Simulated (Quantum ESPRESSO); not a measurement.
# Cobalt: parallel and opposed starts

A self-consistent run ends on one state, which hangs on the start. Several orders of Cobalt are started in Quantum ESPRESSO and their energies compared.

Main program and level: Quantum ESPRESSO 7.5; PBE; plane waves with GBRV 1.5 PBE potentials, no spin-orbit coupling.

## Step 1: Starting point

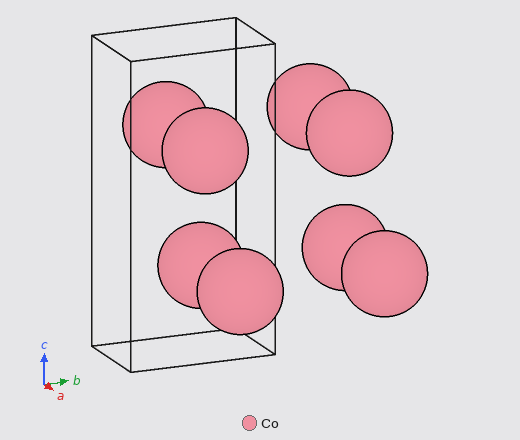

Start, viewed slightly off an axis; cobalt pink. 2×2×1 cells are drawn.

The cell comes from the Crystallography Open Database.

## Step 2: Start 1: ferro ++

The signs are those of the starting moments on the seeded atoms, the atoms that are given a moment.

File pw.in:

```
&CONTROL
  calculation = 'scf'
  prefix = 'pwscf'
  outdir = './tmp'
  pseudo_dir = './pseudo'
  disk_io = 'nowf'
/
&SYSTEM
  ibrav = 0
  celldm(1) = 8
  nat = 2
  ntyp = 1
  ecutwfc = 40
  ecutrho = 280
  nbnd = 26
  occupations = 'smearing'
  smearing = 'fd'
  degauss = 0.00734986
  nspin = 2
  starting_magnetization(1) = 0.1176
/
&ELECTRONS
  conv_thr = 4d-09
  electron_maxstep = 150
  mixing_beta = 0.3
/
ATOMIC_SPECIES
Co     58.9332 co_pbe_v1.2.uspp.F.UPF
CELL_PARAMETERS alat
   0.5922874106108    0.0000000000000    0.0000000000000
  -0.2961437053054    0.5129359439191    0.0000000000000
   0.0000000000000    0.0000000000000    0.9613745443268
ATOMIC_POSITIONS crystal
Co      0.3333333333    0.6666666667    0.2500000000
Co      0.6666666667    0.3333333333    0.7500000000
K_POINTS automatic
18 18 10 0 0 0
```

Launch:

```bash
$ OMP_NUM_THREADS=1 mpirun -n 8 pw.x -nk 8 -in pw.in > pw.out
```

Output:

```text
Program PWSCF v.7.5 starts

     Message from routine setup:
     using ibrav=0 with symmetry is DISCOURAGED, use correct ibrav instead

     K-points division:     npool     =       8
     Subspace diagonalization in iterative solution of the eigenvalue problem:

     G-vector sticks info
     --------------------
     sticks:   dense  smooth     PW     G-vecs:    dense   smooth      PW
     Sum         433     253     85                11825     5191     989

     Using Slab Decomposition

     bravais-lattice index     =            0
     lattice parameter (alat)  =       8.0000  a.u.
     unit-cell volume          =     149.5403 (a.u.)^3
     number of atoms/cell      =            2
     number of atomic types    =            1
     number of electrons       =        34.00
     number of Kohn-Sham states=           26
     kinetic-energy cutoff     =      40.0000  Ry
     charge density cutoff     =     280.0000  Ry
     scf convergence threshold =      4.0E-09
     mixing beta               =       0.3000
     number of iterations used =            8  plain     mixing
     Exchange-correlation= SLA  PW   PBE  PBE
                           (   1   4   3   4   0   0   0)

     celldm(1)=   8.000000  celldm(2)=   0.000000  celldm(3)=   0.000000
     celldm(4)=   0.000000  celldm(5)=   0.000000  celldm(6)=   0.000000

     crystal axes: (cart. coord. in units of alat)
               a(1) = (   0.592287   0.000000   0.000000 )
               a(2) = (  -0.296144   0.512936   0.000000 )
               a(3) = (   0.000000   0.000000   0.961375 )

     reciprocal axes: (cart. coord. in units 2 pi/alat)
               b(1) = (  1.688370  0.974781 -0.000000 )
               b(2) = (  0.000000  1.949561  0.000000 )
               b(3) = (  0.000000 -0.000000  1.040177 )

     PseudoPot. # 1 for Co read from file:
     co_pbe_v1.2.uspp.F.UPF
     Pseudo is Ultrasoft + core correction, Zval = 17.0
     Generated by new atomic code, or converted to UPF format
     Using radial grid of  863 points,  6 beta functions with:
                l(1) =   0
                l(2) =   0
                l(3) =   1
                l(4) =   1
                l(5) =   2
                l(6) =   2
     Q(r) pseudized with  8 coefficients,  rinner =    1.200   1.200   1.200
                                                       1.200   1.200

     atomic species   valence    mass     pseudopotential
     Co               17.00    58.93320     Co( 1.00)

     Starting magnetic structure
     atomic species   magnetization
     Co              0.118

     24 Sym. Ops., with inversion, found (12 have fractional translation)

   Cartesian axes

     site n.     atom                  positions (alat units)
         1        Co     tau(   1) = (  -0.0000000   0.3419573   0.2403436  )
         2        Co     tau(   2) = (   0.2961437   0.1709786   0.7210309  )

     number of k points=   222  Fermi-Dirac smearing, width (Ry)=  0.0073

     Number of k-points >= 100: set verbosity='high' to print them.

     Dense  grid:    11825 G-vectors     FFT dimensions: (  25,  25,  48)

     Smooth grid:     5191 G-vectors     FFT dimensions: (  20,  20,  32)

     Check: negative core charge=   -0.000054
     Generating pointlists ...
     new r_m :   0.2433 (alat units)  1.9467 (a.u.) for type    1

     Initial potential from superposition of free atoms

     starting charge      32.0000, renormalised to      34.0000
     Starting wfcs are   26 randomized atomic wfcs

     Self-consistent Calculation

     iteration #  1     ecut=    40.00 Ry     beta= 0.30
     Davidson diagonalization with overlap
     ethr =  1.00E-02,  avg # of iterations =  4.7

     total energy              =    -593.80517347 Ry
     estimated scf accuracy    <      14.64267784 Ry

     total magnetization       =     2.16 Bohr mag/cell
     absolute magnetization    =     2.21 Bohr mag/cell

     iteration #  2     ecut=    40.00 Ry     beta= 0.30
     Davidson diagonalization with overlap
     ethr =  1.00E-02,  avg # of iterations =  2.2

     total energy              =    -596.86355990 Ry
     estimated scf accuracy    <       0.64093746 Ry

     total magnetization       =     3.12 Bohr mag/cell
     absolute magnetization    =     3.28 Bohr mag/cell

     iteration #  3     ecut=    40.00 Ry     beta= 0.30
     Davidson diagonalization with overlap
     ethr =  1.89E-03,  avg # of iterations =  1.3

     total energy              =    -596.97712608 Ry
     estimated scf accuracy    <       0.00904129 Ry

     total magnetization       =     3.27 Bohr mag/cell
     absolute magnetization    =     3.47 Bohr mag/cell

     [... further iterations left out ...]

     iteration #  8     ecut=    40.00 Ry     beta= 0.30
     Davidson diagonalization with overlap
     ethr =  5.22E-08,  avg # of iterations =  1.1

     total energy              =    -596.97975653 Ry
     estimated scf accuracy    <       0.00000427 Ry

     total magnetization       =     3.30 Bohr mag/cell
     absolute magnetization    =     3.67 Bohr mag/cell

     iteration #  9     ecut=    40.00 Ry     beta= 0.30
     Davidson diagonalization with overlap
     ethr =  1.26E-08,  avg # of iterations =  1.8

     total energy              =    -596.97975827 Ry
     estimated scf accuracy    <       0.00000027 Ry

     total magnetization       =     3.30 Bohr mag/cell
     absolute magnetization    =     3.68 Bohr mag/cell

     iteration # 10     ecut=    40.00 Ry     beta= 0.30
     Davidson diagonalization with overlap
     ethr =  7.97E-10,  avg # of iterations =  1.9

     total energy              =    -596.97975839 Ry
     estimated scf accuracy    <       0.00000005 Ry

     total magnetization       =     3.30 Bohr mag/cell
     absolute magnetization    =     3.68 Bohr mag/cell

     iteration # 11     ecut=    40.00 Ry     beta= 0.30
     Davidson diagonalization with overlap
     ethr =  1.40E-10,  avg # of iterations =  2.0

     Magnetic moment per site  (integrated on atomic sphere of radius R)
     atom   1 (R=0.243)  charge= 15.6096  magn=  1.7362
     atom   2 (R=0.243)  charge= 15.6096  magn=  1.7362

     End of self-consistent calculation

     Number of k-points >= 100: set verbosity='high' to print the bands.

     the Fermi energy is    18.0488 ev

!    total energy              =    -596.97975848 Ry
     estimated scf accuracy    <          3.8E-10 Ry
     smearing contrib. (-TS)   =      -0.00457061 Ry
     internal energy E=F+TS    =    -596.97518787 Ry

     The total energy is F=E-TS. E is the sum of the following terms:
     one-electron contribution =    -313.63938034 Ry
     hartree contribution      =     178.25371860 Ry
     xc contribution           =     -65.33816607 Ry
     ewald contribution        =    -396.25136006 Ry

     total magnetization       =     3.30 Bohr mag/cell
     absolute magnetization    =     3.68 Bohr mag/cell

     convergence has been achieved in  11 iterations

=------------------------------------------------------------------------------=
   JOB DONE.
=------------------------------------------------------------------------------=
```

Wall time 17 s (8 MPI ranks of Intel Xeon at 2.70GHz, shared host); peak memory 0.61 GiB.

Spin moment in the atom's sphere by atom:

| atom | spin moment in the atom's sphere (μB) |
| --- | --- |
| Co1 | 1.74 |
| Co2 | 1.74 |

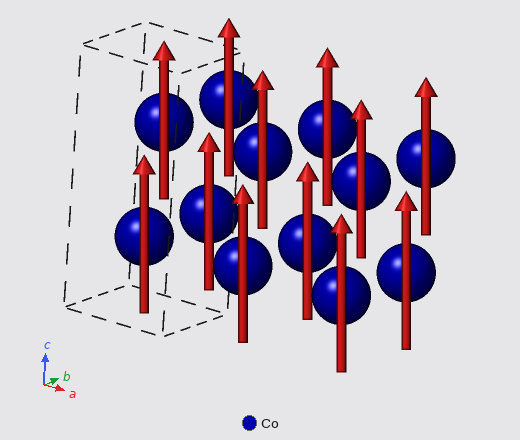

Spin moment in the atom's sphere as arrows, the longest 1.74 μB. Up and down stand for the sign. Arrows give size and sign along the axis of quantisation, drawn up and down the page. 3×2×1 cells are drawn.

Numbers from this step:

```
smearing term TS       : 0.06219 eV
magnetization          : 3.303 μB
absolute magnetization : 3.677 μB
final state            : ferromagnetic
```

## Step 3: Run 2 (antiferro q=(0,0,1/2) +−+−)

The cell is doubled to 4 atoms to hold this order. The wavevector q is in fractions of the reciprocal vectors of the crystal's primitive cell, as the cells of these inputs are built from it; moments change sign between cells as cos(2π q·R).

File pw.in:

```
&CONTROL
  calculation = 'scf'
  prefix = 'pwscf'
  outdir = './tmp'
  pseudo_dir = './pseudo'
  disk_io = 'nowf'
/
&SYSTEM
  ibrav = 0
  celldm(1) = 8
  nat = 4
  ntyp = 2
  ecutwfc = 40
  ecutrho = 280
  nbnd = 44
  occupations = 'smearing'
  smearing = 'fd'
  degauss = 0.00734986
  nspin = 2
  starting_magnetization(1) = 0.1176
  starting_magnetization(2) = -0.1176
/
&ELECTRONS
  conv_thr = 8d-09
  electron_maxstep = 150
  mixing_beta = 0.3
/
ATOMIC_SPECIES
Co1    58.9332 co_pbe_v1.2.uspp.F.UPF
Co2    58.9332 co_pbe_v1.2.uspp.F.UPF
CELL_PARAMETERS alat
   0.5922874106108    0.0000000000000    0.0000000000000
  -0.2961437053054    0.5129359439191    0.0000000000000
   0.0000000000000    0.0000000000000    1.9227490886536
ATOMIC_POSITIONS crystal
Co1     0.3333333333    0.6666666667    0.1250000000
Co2     0.3333333333    0.6666666667    0.6250000000
Co1     0.6666666667    0.3333333333    0.3750000000
Co2     0.6666666667    0.3333333333    0.8750000000
K_POINTS automatic
18 18 5 0 0 0
```

Output:

```text
[banner, memory and clock lines left out]
Program PWSCF v.7.5 starts

     Message from routine setup:
     using ibrav=0 with symmetry is DISCOURAGED, use correct ibrav instead

     bravais-lattice index     =            0
     lattice parameter (alat)  =       8.0000  a.u.
     unit-cell volume          =     299.0806 (a.u.)^3
     number of atoms/cell      =            4
     number of atomic types    =            2
     number of electrons       =        68.00
     number of Kohn-Sham states=           44
     kinetic-energy cutoff     =      40.0000  Ry
     charge density cutoff     =     280.0000  Ry
     scf convergence threshold =      8.0E-09
     mixing beta               =       0.3000
     number of iterations used =            8  plain     mixing
     Exchange-correlation= SLA  PW   PBE  PBE
                           (   1   4   3   4   0   0   0)

     celldm(1)=   8.000000  celldm(2)=   0.000000  celldm(3)=   0.000000
     celldm(4)=   0.000000  celldm(5)=   0.000000  celldm(6)=   0.000000

     crystal axes: (cart. coord. in units of alat)
               a(1) = (   0.592287   0.000000   0.000000 )
               a(2) = (  -0.296144   0.512936   0.000000 )
               a(3) = (   0.000000   0.000000   1.922749 )

     reciprocal axes: (cart. coord. in units 2 pi/alat)
               b(1) = (  1.688370  0.974781 -0.000000 )
               b(2) = (  0.000000  1.949561  0.000000 )
               b(3) = (  0.000000 -0.000000  0.520089 )

     PseudoPot. # 1 for Co read from file:
     co_pbe_v1.2.uspp.F.UPF
     Pseudo is Ultrasoft + core correction, Zval = 17.0

     PseudoPot. # 2 for Co read from file:
     co_pbe_v1.2.uspp.F.UPF
     Pseudo is Ultrasoft + core correction, Zval = 17.0

     atomic species   valence    mass     pseudopotential
     Co1              17.00    58.93320     Co( 1.00)
     Co2              17.00    58.93320     Co( 1.00)

     Starting magnetic structure
     atomic species   magnetization
     Co1             0.118
     Co2            -0.118

     12 Sym. Ops., with inversion, found ( 6 have fractional translation)

   Cartesian axes

     site n.     atom                  positions (alat units)
         1        Co1    tau(   1) = (  -0.0000000   0.3419573   0.2403436  )
         2        Co2    tau(   2) = (  -0.0000000   0.3419573   1.2017182  )
         3        Co1    tau(   3) = (   0.2961437   0.1709786   0.7210309  )
         4        Co2    tau(   4) = (   0.2961437   0.1709786   1.6824055  )

     number of k points=   165  Fermi-Dirac smearing, width (Ry)=  0.0073

     Number of k-points >= 100: set verbosity='high' to print them.

     Dense  grid:    23685 G-vectors     FFT dimensions: (  25,  25,  90)

     Smooth grid:    10285 G-vectors     FFT dimensions: (  20,  20,  64)

     Check: negative core charge=   -0.000054
     Generating pointlists ...
     new r_m :   0.2433 (alat units)  1.9467 (a.u.) for type    1
     new r_m :   0.2433 (alat units)  1.9467 (a.u.) for type    2

     Initial potential from superposition of free atoms

     starting charge      64.0000, renormalised to      68.0000
     Starting wfcs are   52 randomized atomic wfcs

     Self-consistent Calculation

     iteration #  1     ecut=    40.00 Ry     beta= 0.30
     Davidson diagonalization with overlap
     ethr =  1.00E-02,  avg # of iterations =  2.7

     total energy              =   -1187.99495764 Ry
     estimated scf accuracy    <      28.39323666 Ry

     total magnetization       =    -0.00 Bohr mag/cell
     absolute magnetization    =     4.53 Bohr mag/cell

     iteration #  2     ecut=    40.00 Ry     beta= 0.30
     Davidson diagonalization with overlap
     ethr =  1.00E-02,  avg # of iterations =  2.9

     total energy              =   -1193.72911950 Ry
     estimated scf accuracy    <       1.02953757 Ry

     total magnetization       =     0.00 Bohr mag/cell
     absolute magnetization    =     6.29 Bohr mag/cell

     [... further iterations left out ...]

     iteration # 12     ecut=    40.00 Ry     beta= 0.30
     Davidson diagonalization with overlap
     ethr =  1.01E-09,  avg # of iterations =  2.0

     total energy              =   -1193.92170034 Ry
     estimated scf accuracy    <       0.00000004 Ry

     total magnetization       =     0.00 Bohr mag/cell
     absolute magnetization    =     6.57 Bohr mag/cell

     iteration # 13     ecut=    40.00 Ry     beta= 0.30
     Davidson diagonalization with overlap
     ethr =  6.16E-11,  avg # of iterations =  2.0

     Magnetic moment per site  (integrated on atomic sphere of radius R)
     atom   1 (R=0.243)  charge= 15.6095  magn=  1.5805
     atom   2 (R=0.243)  charge= 15.6095  magn= -1.5805
     atom   3 (R=0.243)  charge= 15.6095  magn=  1.5805
     atom   4 (R=0.243)  charge= 15.6095  magn= -1.5805

     End of self-consistent calculation

     Number of k-points >= 100: set verbosity='high' to print the bands.

     the Fermi energy is    18.0799 ev

!    total energy              =   -1193.92170038 Ry
     estimated scf accuracy    <          5.4E-09 Ry
     smearing contrib. (-TS)   =      -0.01237424 Ry
     internal energy E=F+TS    =   -1193.90932615 Ry

     The total energy is F=E-TS. E is the sum of the following terms:
     one-electron contribution =    -627.20786983 Ry
     hartree contribution      =     356.40548974 Ry
     xc contribution           =    -130.60422593 Ry
     ewald contribution        =    -792.50272013 Ry

     total magnetization       =     0.00 Bohr mag/cell
     absolute magnetization    =     6.57 Bohr mag/cell

     convergence has been achieved in  13 iterations
```

Elapsed: 58 s, on 8 MPI ranks; peak memory 0.91 GiB.

Spin moment in the atom's sphere by atom:

| atom | spin moment in the atom's sphere (μB) |
| --- | --- |
| Co1 | 1.58 |
| Co2 | -1.58 |
| Co3 | 1.58 |
| Co4 | -1.58 |

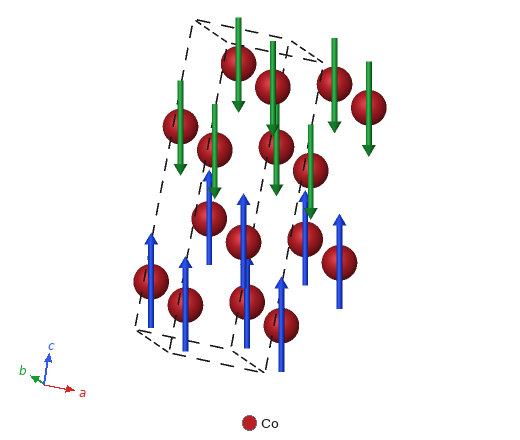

Spin moment in the atom's sphere as arrows, the longest 1.58 μB. Up and down stand for the sign. Arrows give size and sign along the axis of quantisation, drawn up and down the page. The two directions have two colours. 2×2×1 cells are drawn.

Numbers from this step:

```
smearing term TS       : 0.1684 eV
magnetization          : 0 μB
absolute magnetization : 6.567 μB
final state            : antiferromagnetic
```

## Step 4: Run 3 (antiferro q=(0,1/2,1/2) +−+−)

This order needs a doubled cell of 4 atoms.

File pw.in:

```
&CONTROL
  calculation = 'scf'
  prefix = 'pwscf'
  outdir = './tmp'
  pseudo_dir = './pseudo'
  disk_io = 'nowf'
/
&SYSTEM
  ibrav = 0
  celldm(1) = 8
  nat = 4
  ntyp = 2
  ecutwfc = 40
  ecutrho = 280
  nbnd = 44
  occupations = 'smearing'
  smearing = 'fd'
  degauss = 0.00734986
  nspin = 2
  starting_magnetization(1) = 0.1176
  starting_magnetization(2) = -0.1176
/
&ELECTRONS
  conv_thr = 8d-09
  electron_maxstep = 150
  mixing_beta = 0.3
/
ATOMIC_SPECIES
Co1    58.9332 co_pbe_v1.2.uspp.F.UPF
Co2    58.9332 co_pbe_v1.2.uspp.F.UPF
CELL_PARAMETERS alat
   0.5922874106108    0.0000000000000    0.0000000000000
  -0.5922874106108    1.0258718878382    0.0000000000000
  -0.2961437053054    0.5129359439191    0.9613745443268
ATOMIC_POSITIONS crystal
Co1     0.3333333333    0.2083333333    0.2500000000
Co2     0.3333333333    0.7083333333    0.2500000000
Co1     0.6666666667    0.7916666666    0.7500000000
Co2     0.6666666667    0.2916666666    0.7500000000
K_POINTS automatic
17 17 17 0 0 0
```

Output:

```text
     [... lines left out ...]
Program PWSCF v.7.5 starts
     [... lines left out ...]
     number of atoms/cell      =            4
     [... lines left out ...]
     number of electrons       =        68.00
     number of Kohn-Sham states=           44
     kinetic-energy cutoff     =      40.0000  Ry
     charge density cutoff     =     280.0000  Ry
     scf convergence threshold =      8.0E-09
     [... lines left out ...]
      4 Sym. Ops., with inversion, found
     [... lines left out ...]
     number of k points=  1305  Fermi-Dirac smearing, width (Ry)=  0.0073
     [... lines left out ...]
     iteration # 21     ecut=    40.00 Ry     beta= 0.30
     [... lines left out ...]
     Magnetic moment per site  (integrated on atomic sphere of radius R)
     atom   1 (R=0.243)  charge= 15.6135  magn=  1.0313
     atom   2 (R=0.243)  charge= 15.6135  magn= -1.0314
     atom   3 (R=0.243)  charge= 15.6135  magn=  1.0313
     atom   4 (R=0.243)  charge= 15.6135  magn= -1.0314
     [... lines left out ...]
     the Fermi energy is    17.9814 ev
!    total energy              =   -1193.88709906 Ry
     estimated scf accuracy    <          5.8E-10 Ry
     smearing contrib. (-TS)   =      -0.02379026 Ry
     [... lines left out ...]
     total magnetization       =    -0.00 Bohr mag/cell
     absolute magnetization    =     4.22 Bohr mag/cell
     convergence has been achieved in  21 iterations
```

Wall time 11 min (8 MPI ranks); peak memory 2.9 GiB; 90 min of CPU time.

Spin moment in the atom's sphere by atom:

| atom | spin moment in the atom's sphere (μB) |
| --- | --- |
| Co1 | 1.03 |
| Co2 | -1.03 |
| Co3 | 1.03 |
| Co4 | -1.03 |

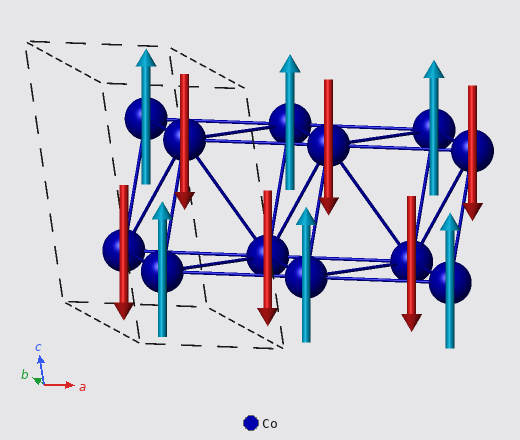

Spin moment in the atom's sphere as arrows, the longest 1.03 μB. Up and down stand for the sign. Arrows give size and sign along the axis of quantisation, drawn up and down the page. The two directions have two colours. 3×1×1 cells are drawn.

Numbers from this step:

- smearing term TS: 0.3237 eV
- magnetization: 0 μB
- absolute magnetization: 4.219 μB
- final state: antiferromagnetic

(Part 1 of 2 ends here.)

[Logs and program files are shortened in this print: banners, set-up blocks, solver, clock and traceback lines can be left out without a mark of their own.]

[Logs are printed without paths, hosts, clocks, repeated set-up lines and the standing remarks that a program may print on its own settings, such as how far it seeks lower states.]

[Hosts, paths, dates, database ids (printed as entryN), source tags and the programs' standing remarks are cut or masked in the printed files.]

[Where a cell is said to come from a database of computed structures, the database is the Materials Project.]
